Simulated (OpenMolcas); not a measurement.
## Ti: multiconfigurational calculation (part 2 of 2)

Continued. System: Ti. Method: state-averaged CASSCF, active space 4 electrons in the shells 3d 4s 4d, basis ANO-RCC-VTZP, DKH2 scalar Hamiltonian, spin-orbit coupling by RASSI with atomic mean-field integrals (OpenMolcas).

**Output (extracts), continued**
```
--- RASSI ---
SPIN-FREE ENERGIES:
  (Shifted by EMIN (a.u.) =       -852.7437282887)

 SF State       Relative EMIN(au)   Rel lowest level(eV)    D:o, cm**(-1)      L_eff

     1             0.0000000000        0.0000000000              0.0000         3.0
     2             0.0000000000        0.0000000000              0.0000         3.0
     3             0.0000000000        0.0000000000              0.0000         3.0
     4             0.0000000000        0.0000000000              0.0000         3.0
     5             0.0000000000        0.0000000000              0.0000         3.0
     6             0.0000000000        0.0000000000              0.0000         3.0
     7             0.0000000000        0.0000000000              0.0000         3.0
    49             0.0117928769        0.3209005285           2588.2373         3.0
    50             0.0117928769        0.3209005285           2588.2373         3.0
    51             0.0117928769        0.3209005285           2588.2373         3.0
    52             0.0117928769        0.3209005285           2588.2373         3.0
    53             0.0117928769        0.3209005285           2588.2373         3.0
    54             0.0117928769        0.3209005285           2588.2373         3.0
    55             0.0117928769        0.3209005285           2588.2373         3.0
    59             0.0421549426        1.1470944240           9251.9405         2.0
    60             0.0421549426        1.1470944240           9251.9405         2.0
    61             0.0421549426        1.1470944240           9251.9405         2.0
    62             0.0421549426        1.1470944240           9251.9405         2.0
    63             0.0421549426        1.1470944240           9251.9405         2.0
     8             0.0437306725        1.1899722192           9597.7732         1.0
     9             0.0437306725        1.1899722192           9597.7732         1.0
    10             0.0437306725        1.1899722192           9597.7732         1.0
    11             0.0508401125        1.3834299379          11158.1149         3.0
    12             0.0508401125        1.3834299379          11158.1149         3.0
    13             0.0508401125        1.3834299379          11158.1149         3.0
    14             0.0508401125        1.3834299379          11158.1149         3.0
    15             0.0508401125        1.3834299379          11158.1149         3.0
    16             0.0508401125        1.3834299379          11158.1149         3.0
    17             0.0508401125        1.3834299379          11158.1149         3.0
    56             0.0544041960        1.4804135902          11940.3409         1.0
    57             0.0544041960        1.4804135902          11940.3409         1.0
    58             0.0544041960        1.4804135902          11940.3409         1.0
    64             0.0624541618        1.6994643190          13707.1041         4.0
    65             0.0624541618        1.6994643190          13707.1041         4.0
    66             0.0624541618        1.6994643190          13707.1041         4.0
    67             0.0624541618        1.6994643190          13707.1041         4.0
    68             0.0624541618        1.6994643190          13707.1041         4.0
    69             0.0624541618        1.6994643190          13707.1041         4.0
    70             0.0624541618        1.6994643190          13707.1041         4.0
    71             0.0624541618        1.6994643190          13707.1041         4.0
Eigenvalues of complex Hamiltonian:
   -----------------------------------
  (Shifted by EMIN (a.u.) =       -852.7437282887)

 SO State       Relative EMIN(au)   Rel lowest level(eV)    D:o, cm**(-1)     J-value

     1            -0.0011235529        0.0000000000              0.0000         1.9
     2            -0.0011235529        0.0000000000              0.0000         1.5
     3            -0.0011235529        0.0000000000              0.0000         1.5
     4            -0.0011235529        0.0000000000              0.0000         1.3
     5            -0.0011235529        0.0000000000              0.0000         1.6
     6            -0.0002771207        0.0230325938            185.7704         1.4
     7            -0.0002771207        0.0230325938            185.7704         2.6
     8            -0.0002771207        0.0230325938            185.7704         2.7
     9            -0.0002771207        0.0230325938            185.7704         2.1
    10            -0.0002771207        0.0230325938            185.7704         2.3
    11            -0.0002771207        0.0230325938            185.7704         2.5
    12            -0.0002771207        0.0230325938            185.7704         2.8
    13             0.0008269877        0.0530769124            428.0942         1.8
    14             0.0008269877        0.0530769124            428.0942         3.8
    15             0.0008269877        0.0530769124            428.0942         3.4
    16             0.0008269877        0.0530769124            428.0942         3.4
    17             0.0008269877        0.0530769124            428.0942         3.8
    18             0.0008269877        0.0530769124            428.0942         2.3
    19             0.0008269877        0.0530769124            428.0942         3.5
    20             0.0008269877        0.0530769124            428.0942         2.9
    21             0.0008269877        0.0530769124            428.0942         3.3
    22             0.0109392195        0.3282447585           2647.4725         0.6
    23             0.0109392195        0.3282447585           2647.4725         0.7
    24             0.0109392195        0.3282447585           2647.4725         1.0
    25             0.0111525663        0.3340502199           2694.2967         1.8
    26             0.0111525663        0.3340502199           2694.2967         1.4
    27             0.0111525663        0.3340502199           2694.2967         1.7
    28             0.0111525663        0.3340502199           2694.2967         1.6
    29             0.0111525663        0.3340502199           2694.2967         1.2
    30             0.0114712872        0.3427230572           2764.2479         2.0
    31             0.0114712872        0.3427230572           2764.2479         1.8
    32             0.0114712872        0.3427230572           2764.2479         2.9
    33             0.0114712872        0.3427230572           2764.2479         2.6
    34             0.0114712872        0.3427230572           2764.2479         2.3
    35             0.0114712872        0.3427230572           2764.2479         2.4
    36             0.0114712872        0.3427230572           2764.2479         2.5
    37             0.0118937370        0.3542185033           2856.9649         3.1
    38             0.0118937370        0.3542185033           2856.9649         3.5
    39             0.0118937370        0.3542185033           2856.9649         3.3
    40             0.0118937370        0.3542185033           2856.9649         3.1
    41             0.0118937370        0.3542185033           2856.9649         3.5
Weights of the five most important spin-orbit-free states for each spin-orbit state.

 SO State  Total energy (au)           Spin-free states, spin, and weights
 -------------------------------------------------------------------------------------------------------
    1        -0.001124       5 1.0  0.2630    6 1.0  0.2145    4 1.0  0.1760    7 1.0  0.1251    3 1.0  0.0844
    2        -0.001124       2 1.0  0.2034    4 1.0  0.1779    5 1.0  0.1539    7 1.0  0.1352    1 1.0  0.1200
    3        -0.001124       1 1.0  0.1732    5 1.0  0.1675    6 1.0  0.1543    7 1.0  0.1537    4 1.0  0.1483
    4        -0.001124       3 1.0  0.2468    7 1.0  0.2271    2 1.0  0.1860    1 1.0  0.1458    4 1.0  0.1267
    5        -0.001124       1 1.0  0.2006    3 1.0  0.1809    6 1.0  0.1758    2 1.0  0.1601    5 1.0  0.1241
    6        -0.000277       7 1.0  0.6264    1 1.0  0.1487    2 1.0  0.1149    5 1.0  0.0419    6 1.0  0.0355
    7        -0.000277       6 1.0  0.3902    4 1.0  0.2120    2 1.0  0.1809    3 1.0  0.0704    7 1.0  0.0700
    8        -0.000277       6 1.0  0.3992    4 1.0  0.2298    2 1.0  0.1666    1 1.0  0.0960    7 1.0  0.0594
    9        -0.000277       3 1.0  0.3171    5 1.0  0.2410    2 1.0  0.2211    4 1.0  0.0837    1 1.0  0.0639
   10        -0.000277       3 1.0  0.2891    5 1.0  0.2650    1 1.0  0.2305    2 1.0  0.0881    6 1.0  0.0602
   11        -0.000277       4 1.0  0.3109    1 1.0  0.2345    3 1.0  0.2179    7 1.0  0.1696    6 1.0  0.0302
   12        -0.000277       5 1.0  0.4121    2 1.0  0.2095    1 1.0  0.1648    4 1.0  0.0821    3 1.0  0.0620
```

**Spin-orbit levels, grouped by J and assigned**

| Configuration | Level | E (cm⁻¹) | LS purity (%) | Landé g |
| --- | --- | --- | --- | --- |
| 3d² 4s² | ³F₂ | 0 | 100 | 0.666 |
| 3d² 4s² | ³F₃ | 186 | 100 | 1.084 |
| 3d² 4s² | ³F₄ | 428 | 100 | 1.251 |
| 3d³ 4s | ⁵F₁ | 2,647 | 100 | -0.002 |
| 3d³ 4s | ⁵F₂ | 2,694 | 100 | 1.000 |
| 3d³ 4s | ⁵F₃ | 2,764 | 100 | 1.251 |
| 3d³ 4s | ⁵F₄ | 2,857 | 100 | 1.351 |
| 3d³ 4s | ⁵F₅ | 2,972 | 100 | 1.401 |
| 3d² 4s² | ¹D₂ | 9,447 | 89 | 1.054 |
| 3d² 4s² | ³P₀ | 9,735 | 100 | – |
| 3d² 4s² | ³P₁ | 9,788 | 100 | 1.502 |
| 3d² 4s² | ³P₂ | 9,950 | 89 | 1.448 |
| 3d³ 4s | ³F₂ | 11,250 | 100 | 0.666 |
| 3d³ 4s | ³F₃ | 11,360 | 100 | 1.083 |
| 3d³ 4s | ³F₄ | 11,520 | 100 | 1.250 |
| 3d³ 4s | ⁵P₁ | 12,110 | 100 | 2.503 |
| 3d³ 4s | ⁵P₂ | 12,160 | 100 | 1.835 |
| 3d³ 4s | ⁵P₃ | 12,240 | 100 | 1.668 |
| 3d² 4s² | ¹G₄ | 13,930 | 70 | 1.015 |
| 3d³ 4s | ³G₃ | 13,940 | 100 | 0.750 |
| 3d³ 4s | ³G₄ | 14,020 | 70 | 1.035 |
| 3d³ 4s | ³G₅ | 14,060 | 100 | 1.200 |

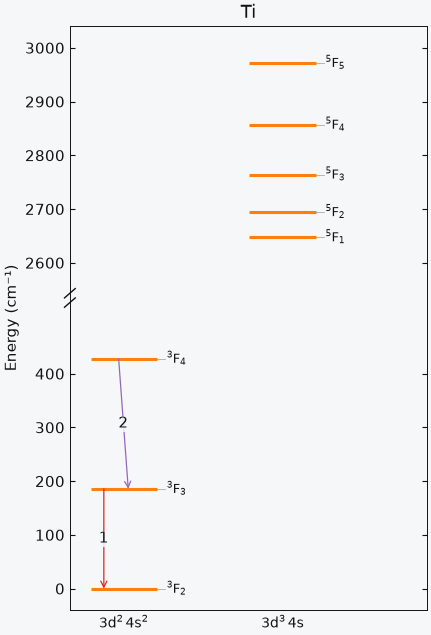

Figure 1. Levels of neutral titanium with 2 numbered transitions. Rates are at computed energies.

| No. | Upper | Lower | Type | λ (vacuum) | A (s⁻¹) |
| --- | --- | --- | --- | --- | --- |
| 1 | 3d² 4s² ³F₃ | 3d² 4s² ³F₂ | M1 | 53.8 µm | 1.7×10⁻⁴ |
| 2 | 3d² 4s² ³F₄ | 3d² 4s² ³F₃ | M1 | 41.3 µm | 2.9×10⁻⁴ |

Line 2 has the largest rate; it falls in the infrared region.

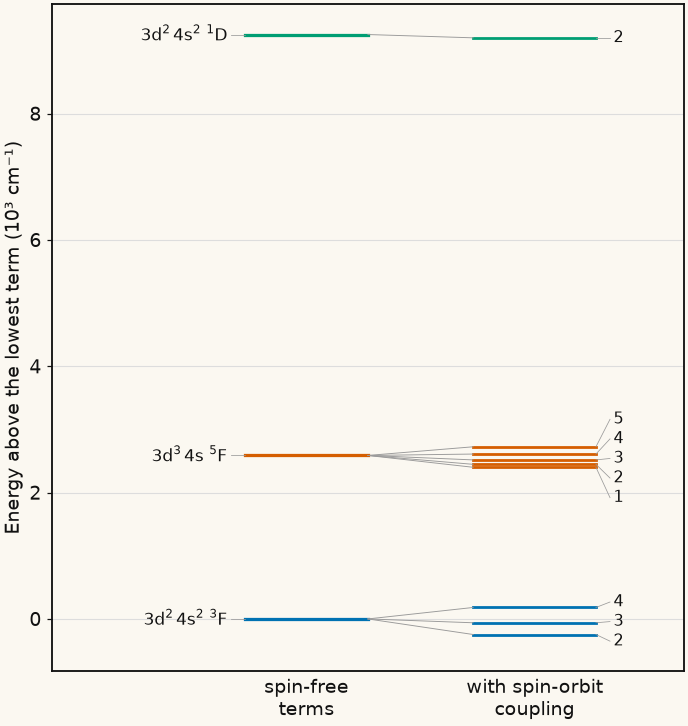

Figure 2. Terms of Ti I (neutral titanium) without and with spin-orbit coupling; numbers at the right are J. 3d² 4s² ³F (at 0) splits over 428 cm⁻¹ into J = 2, 3, 4 from the bottom up (normal); 3d³ 4s ⁵F (at 2,590 cm⁻¹) splits over 324 cm⁻¹ into J = 1, 2, 3, 4, 5 from the bottom up (normal); 3d² 4s² ¹D (at 9,250 cm⁻¹) gives the one level J = 2. The ground level lies 247 cm⁻¹ below the lowest term.

Outcome of the run: converged.
